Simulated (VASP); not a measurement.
Given:

```
CdZnO2
1.0
    3.38476     0.00000     0.00000
   -1.69238     2.93129     0.00000
    0.00000     0.00000     5.61789
Zn Cd O
1 1 2
Direct
  0.00000   0.00000   0.99752
  0.66667   0.33333   0.48885
  0.66667   0.33333   0.09754
  0.00000   0.00000   0.65209
```

All values below come from PBEsol GGA, VASP's PBE PAW potentials (set 64) (plane waves; VASP 6.6.1). Run with 520 eV cut-off, 12×12×6 Γ-centred mesh, tetrahedra with Blöchl corrections, potentials Zn Cd O.

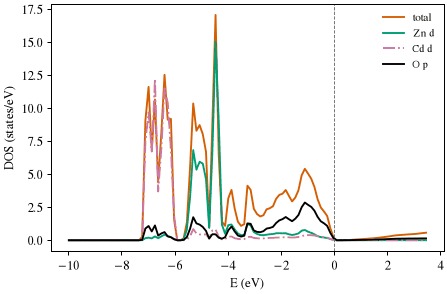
*Total and projected density of states, zero at the Fermi level*

Within 2 eV below the Fermi level the largest weight inside VASP's projection spheres is O p, then Zn d.

It has no gap at this level: it comes out as a metal or semimetal.

The structure comes from a computed database's ZnCdO2 entry (P3m1); how it stands against other phases isn't given here. It was relaxed first, which changed the volume by -5 %.
